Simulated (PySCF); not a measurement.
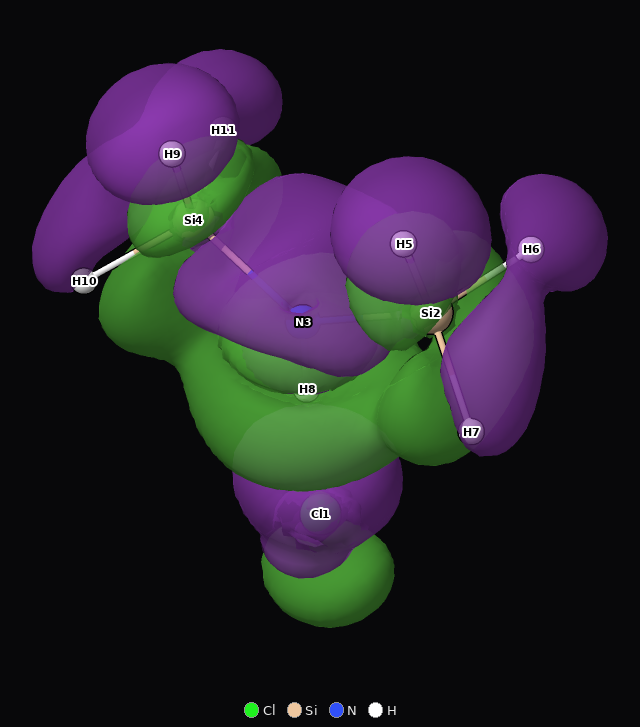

*ClH₇NSi₂, charge −1, SMILES `[Cl-].[SiH3]N[SiH3]`. Density of the complex less the densities of the two fragments at the same geometry, ±0.004 e/Å³ (purple: gain, green: loss). Fragment A: Cl(−1) (atom 1); fragment B: Si2H7N.*

Computed with PySCF, HF/6-31+G*, geometry: GFN2-xTB. GFN2-xTB bond lengths at metals and heavier atoms can be off by up to 0.1 Å and shapes distorted, which carries into these values.

Coordinates in Å:

```
Cl1     -2.5657   -0.0156    0.0197
Si2      1.1380    1.5683    0.0268
N3       0.4852   -0.0079   -0.1941
Si4      1.1756   -1.5494    0.0275
H5       2.5335    1.5450   -0.4547
H6       1.2016    2.0305    1.4278
H7       0.3834    2.5410   -0.7631
H8      -0.5519   -0.0178   -0.1605
H9       2.5701   -1.4927   -0.4540
H10      0.4446   -2.5404   -0.7620
H11      1.2503   -2.0093    1.4287
```

### Which way does charge flow?

Hirshfeld charges show 0.025 e passing from A to B. By Hirshfeld charges, electrons gather most on H5 and H9 alike (−0.023 e) and leave H8 most (+0.060 e); 0.31 e is displaced in all.

### What is the interaction energy, and which contacts carry it?

The counterpoise-corrected interaction energy of the frozen fragments is −11.8 kcal/mol without dispersion correction and −16.1 kcal/mol with D3(BJ). The pair geometry is semi-empirical, not a minimum at this level. Contacts: Cl1···H8, hydrogen bond, 2.02 Å, ρ = 0.036 a.u. The pose is a local one from a semi-empirical search, not shown to be the most stable.
